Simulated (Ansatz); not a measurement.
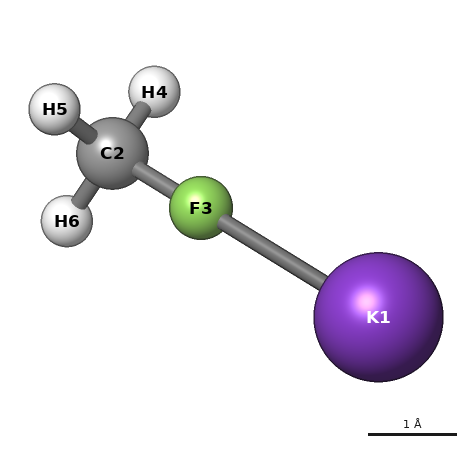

Simulated data, not a measurement (program: Ansatz).

Orthographic view with a scale bar. State: charge +1, singlet. Geometry: a pair of rigid molecules at a changed separation.

Give an XYZ file in the frame of the picture: x to the right, y up, z towards the viewer, origin at the mean of the atomic positions.

```xyz
6
CH3FK
K    2.49  -1.54   1.86
C   -0.56   0.35  -0.42
F    0.46  -0.28   0.34
H   -0.08   1.05  -1.09
H   -1.23   0.85   0.28
H   -1.08  -0.43  -0.97
```
